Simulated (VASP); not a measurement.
Shape and ions are relaxed at each volume.

Energy against volume of Dy (hcp). The numbers are results of PBE GGA, VASP's PBE PAW potentials (set 64) (plane waves; VASP 6.6.1), not measurements.

The 4f electrons are frozen in the core of the lanthanide potential, so 4f levels, which can set the real gap, and their magnetism are missing.

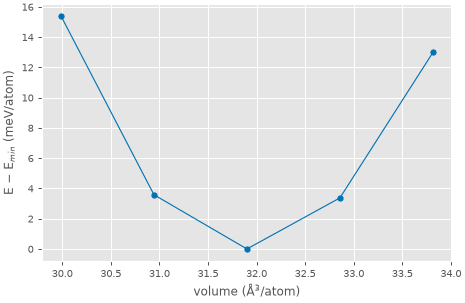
Figure: Energy against volume

### Question
Estimate the equilibrium volume and the bulk modulus.

### Answer
The minimum lies near 31.9 Å³/atom, and the curvature gives B0 of about 39 GPa.

Measured: bulk modulus 40.5 GPa (computed value off by -2.6 %), as given by Wikipedia, Dysprosium (infobox). The calculation is for a static lattice, while the measured bulk modulus holds thermal and zero-point effects, which are part of the difference.

The compound is Dy in the hcp structure. It was relaxed first.
